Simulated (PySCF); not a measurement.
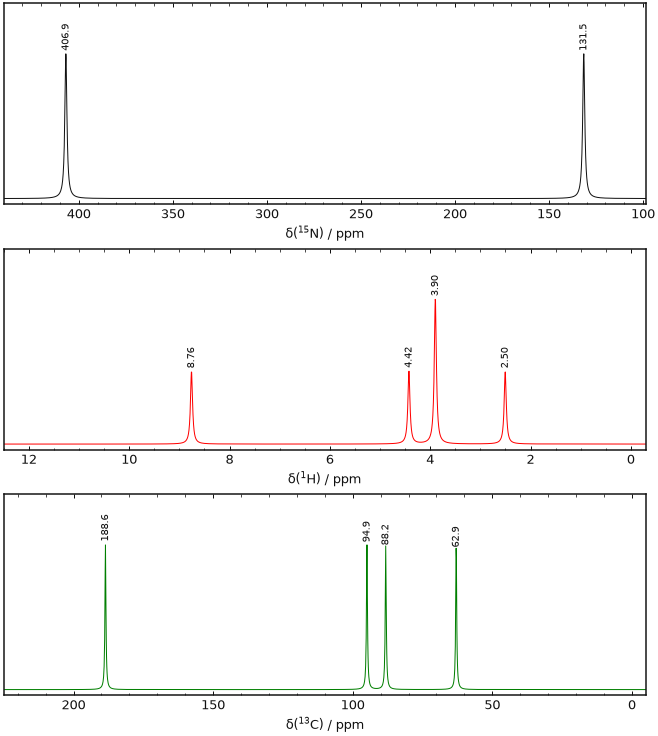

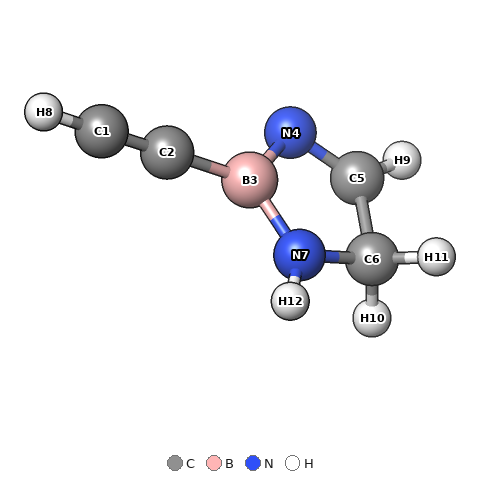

Spectrum and numbered structure of C₄H₅BN₂, SMILES C#CB1N=CCN1. GIAO shifts, BLYP/pcSseg-1, PySCF, at a PBE0-D3(BJ)/def2-SVP geometry (no frequency check), against NH₃ for ¹⁵N, TMS for ¹H and TMS for ¹³C computed at the same level (¹⁵N: a single molecule, while the usual scales start at liquid NH₃ or nitromethane; multiply bonded nitrogen can come out tens of ppm too deshielded). Gas phase, fully decoupled, line heights follow the number of nuclei, widths are arbitrary (no quadrupolar broadening); values of one conformer, averaged over methyl-type rotors and exact or near symmetry. Protons on N, O or S are those of the isolated molecule, without hydrogen bonds to neighbours or exchange.

> Assign the ¹⁵N signals to the numbered atoms.

| δ (ppm) | nuclei | atoms |
| --- | --- | --- |
| 406.9 | 1 | N4 |
| 131.5 | 1 | N7 |

> Assign the ¹H signals to the numbered atoms.

```csv
δ (ppm),nuclei,atoms
8.76,1,H9
4.42,1,H12
3.90,2,"H10, H11"
2.50,1,H8
```

> Which atoms give which ¹³C line?

| δ (ppm) | nuclei | atoms |
| --- | --- | --- |
| 188.6 | 1 | C5 |
| 94.9 | 1 | C1 |
| 88.2 | 1 | C2 |
| 62.9 | 1 | C6 |
